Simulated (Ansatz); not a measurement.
# A workflow on CH3BCl2O (methoxydichloroborane)

We compute a series of 16 runs (HF/STO-3G, UHF/STO-3G, HF/3-21G, UHF/3-21G, HF/6-31G*, B3LYP/6-31G*, PBE/def2-SVP, MP2/6-31G*) of CH3BCl2O. 

The calculation is run with Ansatz 0.2.0.

**1. The system as given**

CH3BCl2O: 8 atoms, total charge 0, spin state singlet. As SMILES, `COB(Cl)Cl`. Geometry: relaxed at PBE0-D4/def2-TZVP. The run starts from this shape.

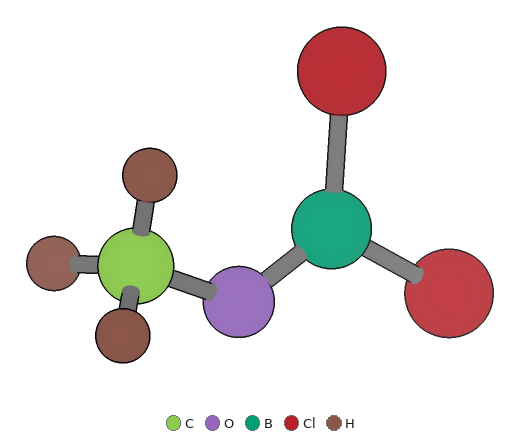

Viewed from a chosen angle; carbon green, oxygen purple, boron teal, chlorine red, hydrogen brown.

**2. A geometry optimisation at HF/STO-3G (start density atoms) (run 1)**

File run.yaml:

```yaml
crystal:
  periodic: [false, false, false]
  atoms:
    - {symbol: C, position_ang: [-0.173000, -0.644100, 0.940400]}
    - {symbol: O, position_ang: [0.000100, -0.547100, -0.462300]}
    - {symbol: B, position_ang: [0.213000, 0.573500, -1.147500]}
    - {symbol: Cl, position_ang: [0.382900, 0.455700, -2.887600]}
    - {symbol: Cl, position_ang: [0.331800, 2.160700, -0.389600]}
    - {symbol: H, position_ang: [0.452100, -1.462400, 1.297300]}
    - {symbol: H, position_ang: [0.104200, 0.282000, 1.445200]}
    - {symbol: H, position_ang: [-1.218800, -0.875400, 1.148200]}
basis:
  gaussian:
    orbitals: STO-3G
hamiltonian:
  xc: hf
relax:
  f_tol: 0.002
output: {orbitals: {seedname: orbitals}}
```

Run with:

```
$ ansatz run run.yaml --threads 1 --pin off --max-ram 3480MiB --events-out events.jsonl --progress --plain --runs-dir runs
```

What it wrote, shortened:

```text
Warning: RAYON_NUM_THREADS=1 ignored (pool sized by the plan → 1); use --threads N
[...]
Functional definition: HF
  name "HF"
[...]
499 factors; integrals over basis functions are off by at most 1.6e-5 eV
[...]
mean field -28481.52947005 eV, -1046.6769025502 hartree, gradient 4.6e-5 eV, S^2 0.000000; 0 other end points of the search recorded, 0 dependent functions left out
[...]
reference -28481.52947005 eV, -1046.6769025502 hartree; 28, 28 occupied and 8, 8 virtual orbitals, 499 factors
relax step   1: F+E_penalty+E_count = -28481.52947005 eV  Δ(F+E_penalty+E_count) = +0.000e0 eV  max|allowed force component| = 1.491e0 eV/Å  Δτ_max = 0.0000 Å  (28 SCF iters, accepted)
[...]
relax step   6: F+E_penalty+E_count = -28481.58550159 eV  Δ(F+E_penalty+E_count) = -2.929e-4 eV  max|allowed force component| = 1.481e-2 eV/Å  Δτ_max = 0.0125 Å  (24 SCF iters, accepted)
[...]
relax step  11: F+E_penalty+E_count = -28481.58559187 eV  Δ(F+E_penalty+E_count) = -5.210e-5 eV  max|allowed force component| = 4.466e-3 eV/Å  Δτ_max = 0.0031 Å  (25 SCF iters, accepted)
[...]
relax step  16: F+E_penalty+E_count = -28481.58560298 eV  Δ(F+E_penalty+E_count) = +1.861e-5 eV  max|allowed force component| = 2.004e-2 eV/Å  Δτ_max = 0.0195 Å  (24 SCF iters, rejected (line search))
[...]
relax step  21: F+E_penalty+E_count = -28481.58562878 eV  Δ(F+E_penalty+E_count) = -3.859e-7 eV  max|allowed force component| = 5.367e-3 eV/Å  Δτ_max = 0.0032 Å  (25 SCF iters, accepted)
[...]
relax step  22: F+E_penalty+E_count = -28481.58562905 eV  Δ(F+E_penalty+E_count) = -2.680e-7 eV  max|allowed force component| = 3.397e-3 eV/Å  Δτ_max = 0.0030 Å  (25 SCF iters, accepted)
[...]
relax step  23: F+E_penalty+E_count = -28481.58562916 eV  Δ(F+E_penalty+E_count) = -1.126e-7 eV  max|allowed force component| = 1.953e-3 eV/Å  Δτ_max = 0.0010 Å  (25 SCF iters, accepted)
499 factors; integrals over basis functions are off by at most 1.3e-5 eV
mean field -28481.58562916 eV, -1046.6789663596 hartree, gradient 2.3e-5 eV, S^2 0.000000; 1 other end points of the search recorded, 0 dependent functions left out
[...]
reference -28481.58562916 eV, -1046.6789663596 hartree; 28, 28 occupied and 8, 8 virtual orbitals, 499 factors
Total energy: -28481.58562916 eV, -1046.6789663596 hartree
Atom 0 at    -0.196480    -0.641997     0.942080 Å, force    -0.000166     0.000015     0.001245 eV/Å
Atom 1 at    -0.059355    -0.533016    -0.480309 Å, force     0.000516     0.001717    -0.001723 eV/Å
Atom 2 at     0.221417     0.564490    -1.142198 Å, force    -0.000181    -0.001953     0.000756 eV/Å
Atom 3 at     0.342010     0.453617    -2.924471 Å, force    -0.000071     0.000018    -0.000528 eV/Å
Atom 4 at     0.489529     2.160841    -0.362082 Å, force     0.000008     0.000528     0.000277 eV/Å
Atom 5 at     0.534863    -1.369886     1.304605 Å, force     0.000262    -0.000289     0.000020 eV/Å
Atom 6 at    -0.036725     0.316152     1.441539 Å, force     0.000046     0.000151    -0.000096 eV/Å
Atom 7 at    -1.202959    -1.007302     1.164936 Å, force    -0.000414    -0.000187     0.000049 eV/Å
Dipole moment:    -0.134887    -0.395601     0.656411 e Å
```

Run time: 24 s. Hardware: 1 thread of Arm Neoverse V2, shared host; peak memory 0.13 GiB.

Step by step:

```
step  energy from the first frame kept (eV)  largest force (eV/Å)
   1                                 0.0000                1.9652
   2                                -0.0482                0.7197
   3                                -0.0304                0.7226
   4                                -0.0555                0.1428
   5                                -0.0557                0.0698
   6                                -0.0560                0.0192
   7                                -0.0561                0.0059
   8                                -0.0561                0.0012
   9                                -0.0561                0.0503
  10                                -0.0560                0.0558
  11                                -0.0561                0.0052
  12                                -0.0561                0.0017
  13                                -0.0561                0.0142
  14                                -0.0561                0.0115
  15                                -0.0562                0.0074
  16                                -0.0561                0.0238
  17                                -0.0562                0.0083
  18                                -0.0562                0.0084
  19                                -0.0562                0.0082
  20                                -0.0562                0.0071
  21                                -0.0562                0.0059
  22                                -0.0562                0.0040
  23                                -0.0562                0.0025
```

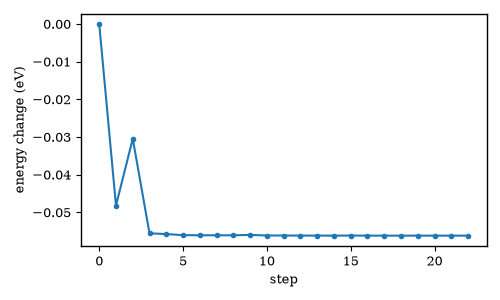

Energy along the run.

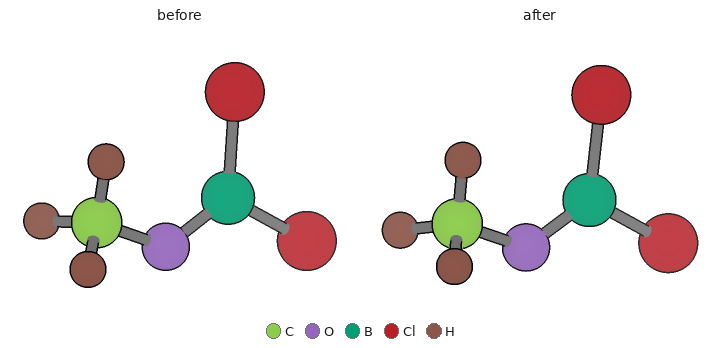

Before and after, at one scale.

After the run. Bond lengths: C1–O2 1.433 Å, O2–B3 1.312 Å, B3–Cl4 1.790 Å, B3–Cl5 1.797 Å, C1–H6 1.094 Å, C1–H7 1.092 Å, C1–H8 1.094 Å. Angles: C1–O2–B3 125.8°, O2–B3–Cl4 117.7°, O2–B3–Cl5 123.8°, Cl4–B3–Cl5 118.5°, O2–C1–H6 108.4°, O2–C1–H7 111.9°, O2–C1–H8 108.4°, H6–C1–H7 109.5°, H6–C1–H8 109.0°, H7–C1–H8 109.5°.

**3. The harmonic vibrations at HF/STO-3G (start density atoms) (run 2)**

File run.yaml:

```yaml
crystal:
  periodic: [false, false, false]
  atoms:
    - symbol: C
      position_ang: [-0.196480, -0.641997, 0.942080]
    - symbol: O
      position_ang: [-0.059355, -0.533016, -0.480309]
    - symbol: B
      position_ang: [0.221417, 0.564490, -1.142198]
    - symbol: Cl
      position_ang: [0.342010, 0.453617, -2.924471]
    - symbol: Cl
      position_ang: [0.489529, 2.160841, -0.362082]
    - symbol: H
      position_ang: [0.534863, -1.369886, 1.304605]
    - symbol: H
      position_ang: [-0.036725, 0.316152, 1.441539]
    - symbol: H
      position_ang: [-1.202959, -1.007302, 1.164936]
basis:
  gaussian:
    orbitals: STO-3G
hamiltonian:
  xc: hf
phonons:
  temperatures:
    t_min: 298.15
    t_max: 298.15
    t_step: 1
```

Run with:

```
$ ansatz run run.yaml --threads 1 --pin off --max-ram 3480MiB --events-out events.jsonl --progress --plain --runs-dir runs
```

What it wrote, shortened:

```text
Warning: RAYON_NUM_THREADS=1 ignored (pool sized by the plan → 1); use --threads N
[... 2 set-up lines as earlier in the session ...]
[...]
499 factors; integrals over basis functions are off by at most 1.3e-5 eV
[...]
mean field -28481.58563358 eV, -1046.6789665221 hartree, gradient 4.6e-5 eV, S^2 0.000000; 0 other end points of the search recorded, 0 dependent functions left out
[...]
reference -28481.58563358 eV, -1046.6789665221 hartree; 28, 28 occupied and 8, 8 virtual orbitals, 499 factors
[...]
499 factors; integrals over basis functions are off by at most 1.3e-5 eV
[...]
mean field -28481.58538061 eV, -1046.6789572254 hartree, gradient 1.8e-6 eV, S^2 0.000000; 0 other end points of the search recorded, 0 dependent functions left out
[...]
reference -28481.58538061 eV, -1046.6789572254 hartree; 28, 28 occupied and 8, 8 virtual orbitals, 499 factors
[...]
499 factors; integrals over basis functions are off by at most 1.3e-5 eV
[...]
Total energy: -28481.58563358 eV, -1046.6789665221 hartree
Atom 0 at    -0.196480    -0.641997     0.942080 Å, force    -0.000091    -0.000033     0.001218 eV/Å
Atom 1 at    -0.059355    -0.533016    -0.480309 Å, force     0.000500     0.001720    -0.001688 eV/Å
Atom 2 at     0.221417     0.564490    -1.142198 Å, force    -0.000182    -0.001939     0.000730 eV/Å
Atom 3 at     0.342010     0.453617    -2.924471 Å, force    -0.000071     0.000018    -0.000520 eV/Å
Atom 4 at     0.489529     2.160841    -0.362082 Å, force     0.000017     0.000518     0.000279 eV/Å
Atom 5 at     0.534863    -1.369886     1.304605 Å, force     0.000245    -0.000276     0.000013 eV/Å
Atom 6 at    -0.036725     0.316152     1.441539 Å, force     0.000028     0.000187    -0.000088 eV/Å
Atom 7 at    -1.202959    -1.007302     1.164936 Å, force    -0.000445    -0.000196     0.000056 eV/Å
Dipole moment:    -0.134887    -0.395601     0.656413 e Å
Vibrations: 25.38 176.54 235.45 280.38 463.91 554.67 608.47 1133.30 1231.35 1334.38 1347.15 1676.79 1758.82 1779.69 1782.85 3546.95 3720.71 3733.16 cm⁻¹, zero-point energy 1.573975 eV
```

It took 23 s on 1 thread of Arm Neoverse V2, shared host; peak memory 0.084 GiB.

Runs 3 to 11 aren't shown in full; the table further down has their settings and results.

**4. The harmonic vibrations at B3LYP/6-31G(d) (Cartesian functions, start density atoms) (run 12)**

File job.yaml:

```yaml
crystal:
  periodic: [false, false, false]
  atoms:
    - symbol: C
      position_ang: [-0.197008, -0.647123, 0.952558]
    - symbol: O
      position_ang: [-0.058060, -0.522841, -0.464794]
    - symbol: B
      position_ang: [0.224683, 0.582247, -1.154081]
    - symbol: Cl
      position_ang: [0.338132, 0.451544, -2.915514]
    - symbol: Cl
      position_ang: [0.491542, 2.170529, -0.393175]
    - symbol: H
      position_ang: [0.533761, -1.382900, 1.297952]
    - symbol: H
      position_ang: [-0.035531, 0.306188, 1.460947]
    - symbol: H
      position_ang: [-1.205219, -1.014743, 1.160207]
basis:
  gaussian: {orbitals: "6-31G*"}
hamiltonian: {xc: {name: B3LYP}}
phonons: {temperatures: {t_min: 298.15, t_max: 298.15, t_step: 1}}
```

Run with:

```
$ ansatz run job.yaml --threads 1 --pin off --max-ram 3480MiB --events-out events.jsonl --progress --plain --runs-dir runs
```

What it wrote, shortened:

```text
Warning: RAYON_NUM_THREADS=1 ignored (pool sized by the plan → 1); use --threads N
Functional definition: B3LYP
  name "B3LYP"
[...]
949 factors; integrals over basis functions are off by at most 3.7e-4 eV
[...]
mean field -28857.93448151 eV, -1060.5095315850 hartree, gradient 3.8e-5 eV, S^2 0.000000; 0 other end points of the search recorded, 0 dependent functions left out
[...]
reference -28857.93469009 eV, -1060.5095392502 hartree; 28, 28 occupied and 61, 61 virtual orbitals, 949 factors
[...]
949 factors; integrals over basis functions are off by at most 3.7e-4 eV
[...]
mean field -28857.93430007 eV, -1060.5095249172 hartree, gradient 1.6e-6 eV, S^2 0.000000; 0 other end points of the search recorded, 0 dependent functions left out
[...]
reference -28857.93450865 eV, -1060.5095325825 hartree; 28, 28 occupied and 61, 61 virtual orbitals, 949 factors
[...]
Total energy: -28857.93469009 eV, -1060.5095392502 hartree
Atom 0 at    -0.197008    -0.647123     0.952558 Å, force     0.000118    -0.000010    -0.000269 eV/Å
Atom 1 at    -0.058060    -0.522841    -0.464794 Å, force    -0.000576    -0.001195     0.001321 eV/Å
Atom 2 at     0.224683     0.582247    -1.154081 Å, force     0.000458     0.001047    -0.001239 eV/Å
Atom 3 at     0.338132     0.451544    -2.915514 Å, force    -0.000044     0.000094     0.000612 eV/Å
Atom 4 at     0.491542     2.170529    -0.393175 Å, force    -0.000131    -0.000435     0.000053 eV/Å
Atom 5 at     0.533761    -1.382900     1.297952 Å, force    -0.001093     0.001201    -0.000219 eV/Å
Atom 6 at    -0.035531     0.306188     1.460947 Å, force    -0.000260    -0.001317    -0.000102 eV/Å
Atom 7 at    -1.205219    -1.014743     1.160207 Å, force     0.001528     0.000616    -0.000156 eV/Å
Dipole moment:    -0.092142    -0.237583     0.539830 e Å
Vibrations: 34.04 148.80 217.54 262.69 407.27 518.12 535.83 953.57 1008.32 1198.66 1200.87 1404.89 1525.63 1528.09 1536.31 3072.84 3152.56 3162.44 cm⁻¹, zero-point energy 1.355672 eV
```

It took 2.1 min on 1 thread of Arm Neoverse V2, shared host; peak memory 0.18 GiB.

Runs 13 to 15 aren't shown in full; the table further down has their settings and results.

**5. The harmonic vibrations at MP2/6-31G(d) (Cartesian functions, start density atoms) (run 16)**

File molecule.yaml:

```yaml
crystal:
  periodic: [false, false, false]
  atoms:
    - {symbol: C, position_ang: [-0.085939, -0.631921, 0.956607]}
    - {symbol: O, position_ang: [0.226256, -0.580684, -0.447813]}
    - {symbol: B, position_ang: [0.164773, 0.556234, -1.160584]}
    - {symbol: Cl, position_ang: [0.570758, 0.480402, -2.861745]}
    - {symbol: Cl, position_ang: [-0.304413, 2.095728, -0.446430]}
    - {symbol: H, position_ang: [0.050717, -1.668663, 1.258939]}
    - {symbol: H, position_ang: [0.588767, 0.015605, 1.518524]}
    - {symbol: H, position_ang: [-1.118621, -0.323801, 1.126603]}
basis:
  gaussian:
    orbitals: "6-31G*"
phonons:
  temperatures: {t_min: 298.15, t_max: 298.15, t_step: 1}
correlation:
  method: mp2
```

Run with:

```
$ ansatz run molecule.yaml --threads 1 --pin off --max-ram 3480MiB --events-out events.jsonl --progress --plain --runs-dir runs
```

What it wrote, shortened:

```text
Warning: RAYON_NUM_THREADS=1 ignored (pool sized by the plan → 1); use --threads N
[... 2 set-up lines as earlier in the session ...]
[...]
952 factors; integrals over basis functions are off by at most 3.8e-4 eV
[...]
mean field -28796.64385976 eV, -1058.2571427800 hartree, gradient 3.0e-6 eV, S^2 0.000000; 0 other end points of the search recorded, 0 dependent functions left out
13 core orbitals not correlated: weight in the atoms' cores, before any rotation towards them, 1.000 or more for the frozen orbitals, at most 0.000 for the correlated occupied ones
reference -28796.64385976 eV, -1058.2571427800 hartree; 15, 15 occupied and 61, 61 virtual orbitals, 952 factors
second order -17.52926257 eV of doubles, -0.00000000 eV of singles
[...]
952 factors; integrals over basis functions are off by at most 3.8e-4 eV
[...]
Atom 0 at    -0.085939    -0.631921     0.956607 Å, force    -0.000333    -0.000440     0.001499 eV/Å
Atom 1 at     0.226256    -0.580684    -0.447813 Å, force     0.000461    -0.000714    -0.000241 eV/Å
Atom 2 at     0.164773     0.556234    -1.160584 Å, force    -0.000006     0.000551    -0.000910 eV/Å
Atom 3 at     0.570758     0.480402    -2.861745 Å, force    -0.000286    -0.000164     0.000846 eV/Å
Atom 4 at    -0.304413     2.095728    -0.446430 Å, force     0.000024     0.000126     0.000014 eV/Å
Atom 5 at     0.050717    -1.668663     1.258939 Å, force    -0.000003     0.001341    -0.000674 eV/Å
Atom 6 at     0.588767     0.015605     1.518524 Å, force    -0.000913    -0.000694    -0.000363 eV/Å
Atom 7 at    -1.118621    -0.323801     1.126603 Å, force     0.001056    -0.000006    -0.000171 eV/Å
Dipole moment:    -0.084816    -0.196905     0.539370 e Å
Vibrations: 99.33 162.22 208.59 273.37 418.24 543.63 567.61 1023.27 1028.64 1204.85 1224.47 1408.17 1547.43 1558.06 1563.40 3129.15 3228.90 3251.26 cm⁻¹, zero-point energy 1.391139 eV
Checks for a lower state left out: cluster_reference
```

Run time: 2.7 min. Hardware: 1 thread of Arm Neoverse V2, shared host; peak memory 0.19 GiB.

**6. All runs side by side**

```
run                                                    level         task  walk f tol  partner   energy (Eh)  dipole moment (D)  wall time
  1                          HF/STO-3G (start density atoms)     optimise       0.002     base  -1046.678966               3.74       24 s
  2                          HF/STO-3G (start density atoms)  frequencies           –     base  -1046.678967               3.74       23 s
  3                         UHF/STO-3G (start density atoms)       energy           –   cation  -1046.330235                  –      1.2 s
  4                         UHF/STO-3G (start density atoms)     optimise           –   cation  -1046.381106                  –       38 s
  5                           HF/3-21G (start density atoms)     optimise       0.002     base  -1053.111606               4.17       25 s
  6                           HF/3-21G (start density atoms)  frequencies           –     base  -1053.111605               4.17       29 s
  7                          UHF/3-21G (start density atoms)       energy           –   cation  -1052.703863                  –      3.6 s
  8                          UHF/3-21G (start density atoms)     optimise           –   cation  -1052.754086                  –       50 s
  9     HF/6-31G* (Cartesian functions, start density atoms)     optimise       0.002     base  -1058.258566               2.96       50 s
 10     HF/6-31G* (Cartesian functions, start density atoms)  frequencies           –     base  -1058.258567               2.96       69 s
 11  B3LYP/6-31G* (Cartesian functions, start density atoms)     optimise       0.002     base  -1060.509539               2.87    2.1 min
 12  B3LYP/6-31G* (Cartesian functions, start density atoms)  frequencies           –     base  -1060.509539               2.87    2.1 min
 13                       PBE/def2-SVP (start density atoms)     optimise       0.002     base  -1059.570964               2.35       54 s
 14                       PBE/def2-SVP (start density atoms)  frequencies           –     base  -1059.570964               2.35       74 s
 15    MP2/6-31G* (Cartesian functions, start density atoms)     optimise       0.002     base  -1058.901331               2.79    1.7 min
 16    MP2/6-31G* (Cartesian functions, start density atoms)  frequencies           –     base  -1058.901331               2.79    2.7 min
```

**7. Results**

```
                                                                          quantity           value
                                                  run 16, MP2/6-31G*: total energy  -1058.90133 Eh
                            run 16, MP2/6-31G*: dipole moment (correlated density)          2.79 D
                  run 16, MP2/6-31G*: correlation energy (13 core orbitals frozen)      -644.2 mEh
                                      run 16, MP2/6-31G*: largest force on an atom      0.002 eV/Å
                                    run 16, MP2/6-31G*: lowest harmonic wavenumber         99 cm⁻¹
                                   run 16, MP2/6-31G*: highest harmonic wavenumber       3251 cm⁻¹
                                             run 16, MP2/6-31G*: zero-point energy    134.2 kJ/mol
                     vertical ionisation energy (to the doublet cation), HF/STO-3G        9.489 eV
                      vertical ionisation energy (to the doublet cation), HF/3-21G       11.095 eV
adiabatic ionisation energy (to the doublet cation, no zero-point term), HF/STO-3G        8.105 eV
 adiabatic ionisation energy (to the doublet cation, no zero-point term), HF/3-21G        9.729 eV
```

In words: At HF/STO-3G: the vertical ionisation energy comes to 9.49 eV (916 kJ/mol). In a minimal basis such a difference can be off by several eV, whatever the method. At HF/3-21G: the vertical ionisation energy comes to 11.10 eV (1071 kJ/mol). At HF/STO-3G: the adiabatic ionisation energy (to the doublet cation, no zero-point term) is 8.11 eV (187 kcal/mol). At HF/3-21G: the adiabatic ionisation energy (to the doublet cation, no zero-point term) is 9.73 eV (224 kcal/mol). The second species lost a bond as it relaxed, so this leads to another structure. Totals of different functionals can't be ranked against each other. In runs 1, 2, 3, 4 the basis is minimal, so the values are rough. All runs together took 16 min, the longest 2.7 min.
